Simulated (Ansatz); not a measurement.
**CH₅Ga···HCl: density, localisation and related maps**

Input

```
crystal:
  periodic: [false, false, false]
  atoms:
    - { symbol: Ga, position_ang: [-0.902054, 0.306572, -0.924096] }
    - { symbol: Cl, position_ang: [-0.764489, -1.915389, 1.821813] }
    - { symbol: H, position_ang: [-1.077246, -0.680198, -2.128445] }
    - { symbol: H, position_ang: [-2.092642, 1.207073, -0.448216] }
    - { symbol: H, position_ang: [0.222292, -1.094624, 1.557015] }
    - { symbol: C, position_ang: [0.876101, 0.498298, -0.077098] }
    - { symbol: H, position_ang: [1.447726, -0.442535, -0.085684] }
    - { symbol: H, position_ang: [1.469012, 1.222052, -0.662162] }
    - { symbol: H, position_ang: [0.8213, 0.898751, 0.946974] }
basis:
  gaussian: { orbitals: def2-SVP }
hamiltonian:
  xc: cam_b3lyp
relax:
  f_tol: 0.03
  max_steps: 50
output:
  orbitals: {}
```

Command:

```sh
ansatz run input.yaml --threads 2 --pin off --max-ram 3072MiB --backend cpu --events-out ev --progress --plain --runs-dir out
```

The fields are those of the run's last geometry, not of the input's.

Computed with RKS CAM-B3LYP/def2-SVP in Ansatz 0.2.0.

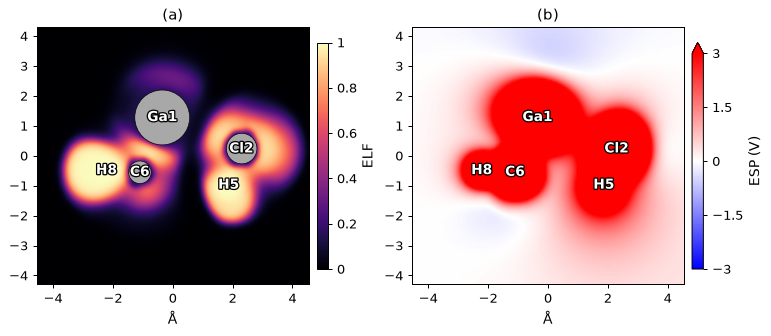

Figure 1. (a) ELF; (b) molecular electrostatic potential on the plane of atoms Ga1, C6 and H8. Grey discs cover the atomic cores in the ELF map.

What does the map show?

- The section cuts through Ga, Cl, H and C sites.
- Ga1···Cl2 (2.85 Å): the ELF dips to about 0.05 between them.
- C–Ga (1.98 Å): the ELF peaks at about 0.95 in the valence shell of C, 0.7 Å from its nucleus, and is about 0.60 at the midpoint.
- C–H (1.10 Å): the ELF climbs to about 1 towards the hydrogen, as it does in any bond to H (a covalent bond by its length).
- Cl–H (1.29 Å): the ELF climbs to about 1 towards the hydrogen.
- The ELF also peaks beside Cl2, away from the bonds: lone-pair regions.
- Outside the dense part of the complex the potential is most negative (−0.5 V) near H3, which lies off the plane.

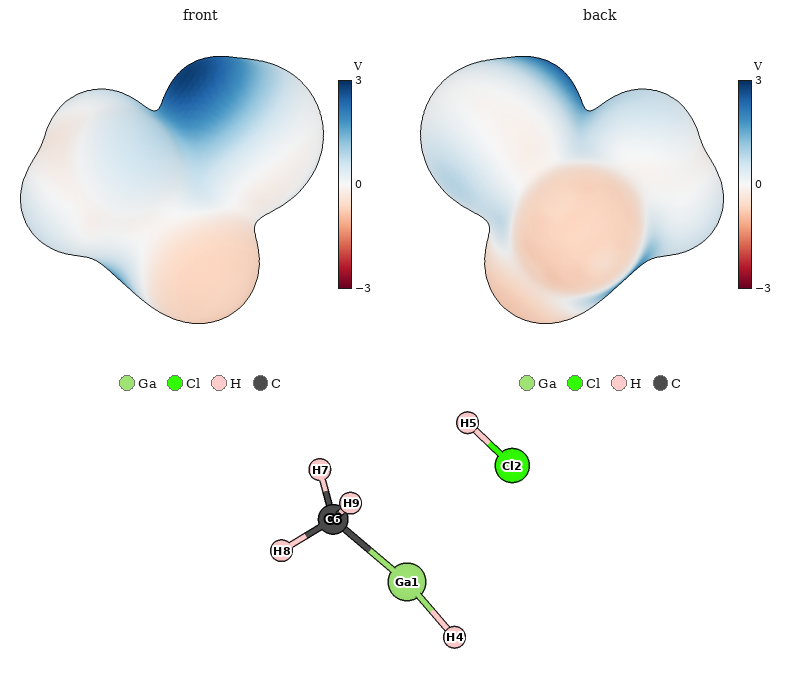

Figure 2. The electrostatic potential painted on the density surface at 0.002 e/bohr³, seen from the front and from behind; the colour scale runs from red (negative) to blue (positive). The bare structure is drawn below in the same view.

Describe the electrostatic potential map.

The most negative region (about −0.7 V) lies over H3 and H4, the most positive (about +2.8 V) over H5. Cl2 shows a σ-hole: about +0.8 V at the tip opposite its bond, against about 0.0 V on its flanks.

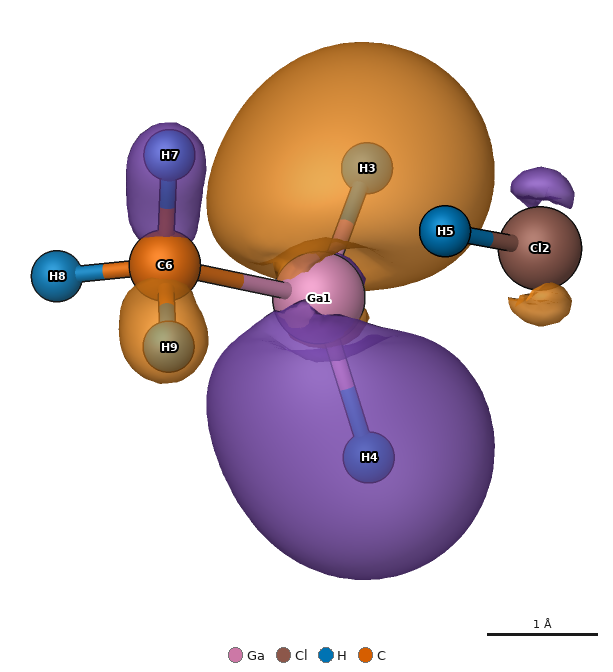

Figure 3. The HOMO−1 at ±0.1 Å⁻³ᐟ² (orange and purple are the two phases), seen from one side.

What is the character of this orbital?

Its weight (Hirshfeld) is mainly on Ga1 (about 35 %), H3 (about 30 %) and H4 (about 30 %). Its energy is −9.21 eV.

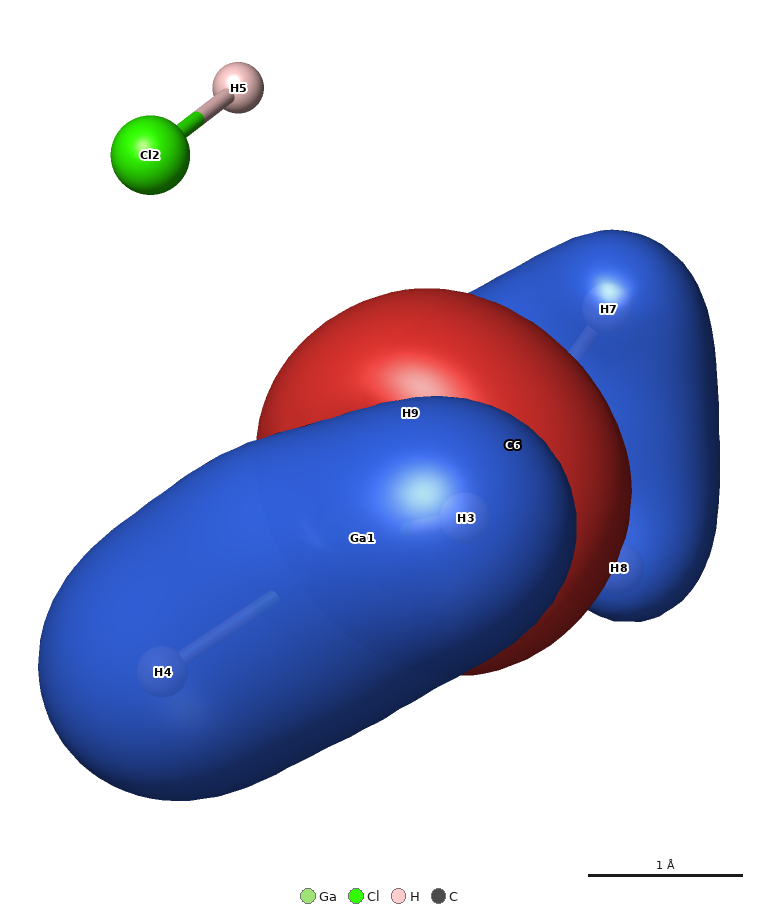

Figure 4. The HOMO at ±0.1 Å⁻³ᐟ² (red and blue are the two phases), seen at an oblique angle.

Where does this orbital lie, and at what energy?

Its weight (Hirshfeld) is mainly on C6 (about 40 %), Ga1 (about 30 %), H3 (about 10 %) and H4 (about 10 %). Its energy is −9.09 eV.
